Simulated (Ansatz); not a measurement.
**AlBClH3N (SMILES B[NH][Al][Cl]) (doublet): density, localisation and related maps**

Input file:

```
crystal:
  periodic: [false, false, false]
  atoms:
    - {symbol: Al, position_ang: [1.453249, 1.015832, -0.445490]}
    - {symbol: B, position_ang: [1.638980, -1.763977, 0.117015]}
    - {symbol: Cl, position_ang: [0.308971, 2.723737, 0.102810]}
    - {symbol: N, position_ang: [0.983573, -0.543933, 0.366479]}
    - {symbol: H, position_ang: [1.299610, -2.780717, 0.675669]}
    - {symbol: H, position_ang: [2.557468, -1.776697, -0.674623]}
    - {symbol: H, position_ang: [0.214276, -0.559655, 1.036467]}
basis:
  gaussian: {orbitals: def2-TZVPD}
magnetization: {spin_polarized: true, initial_magnetization: 1}
hamiltonian: {xc: {name: PBE0}}
output: {forces: true, orbitals: {seedname: orbitals}}
```

Run with:

```sh
ansatz run input.yaml --threads 1 --pin off --max-ram 2610MiB --events-out events.jsonl --progress --plain --runs-dir runs
```

Geometry: B3LYP-D3(BJ)/def2-SVP.

All numbers below come from isolated molecule in a Gaussian basis; Kohn-Sham density functional theory, functional PBE0 in Ansatz.

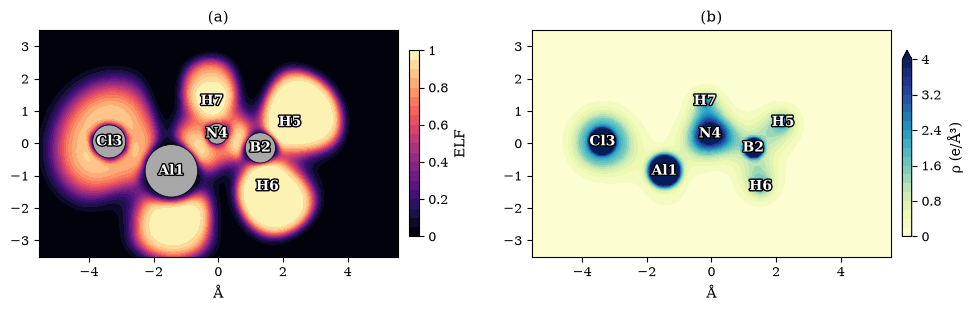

Figure 1. (a) electron localisation function; (b) total electron density on the molecular plane. Grey discs cover the atomic cores in the ELF map.

What does the map show?

- The section cuts through Al, B, Cl, N and H sites.
- B–N (1.41 Å): ρ at the midpoint is about 1.9 e/Å³; the ELF peaks at about 0.90 between the atoms: a short, strongly polar bond.
- Al–N (1.82 Å): ρ is about 0.81 e/Å³ halfway; the ELF peaks at about 0.90 in the valence shell of N, 0.7 Å from its nucleus, and is about 0.70 at the midpoint.
- Al–Cl (2.13 Å): ρ at the midpoint is about 0.7 e/Å³; the ELF peaks at about 0.85 in the valence shell of Cl, 0.9 Å from its nucleus, and is about 0.80 at the midpoint.
- N–H (1.02 Å): the density is about 2.8 e/Å³ at the midpoint; the ELF climbs to about 1 towards the hydrogen, as it does in any bond to H: a covalent bond by its length.
- B–H (1.21 Å): ρ at the midpoint is about 1.2 e/Å³; the ELF climbs to about 1 towards the hydrogen (an ordinary covalent bond to hydrogen).
- The ELF also peaks beside Cl3, away from the bonds: non-bonding electrons, paired or unpaired.

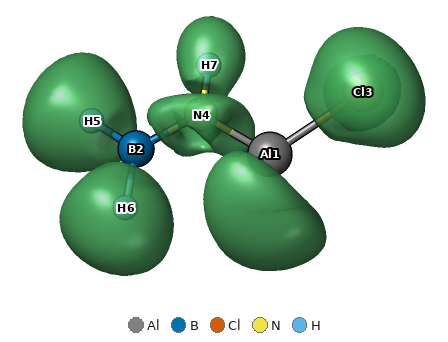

Figure 2. Isosurface of the electron localisation function at 0.8 (green), seen at a tilt. Only the valence region is drawn (cores and ρ < 0.01 e/Å³ removed).

What do the ELF domains correspond to?

The ELF exceeds this value in three regions around hydrogen nuclei, one region on Cl in which the atom's valence shell and bonds are merged, one region on N in which the atom's valence shell and bonds are merged and one lobe on Al, pointing away from the bonds (non-bonding electrons).

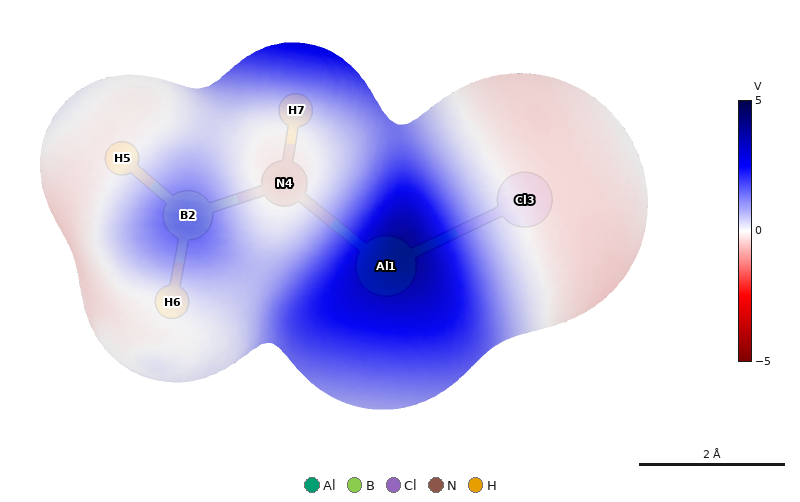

Figure 3. The molecular electrostatic potential painted on the density surface at 0.004 e/bohr³, seen across its widest extent; red is negative and blue positive.

Describe the electrostatic potential map.

The most negative region (about −0.4 V) lies over Cl3, the most positive (about +4.0 V) over Al1.

What dipole moment does the calculation give?

Its dipole moment is 0.29 D.
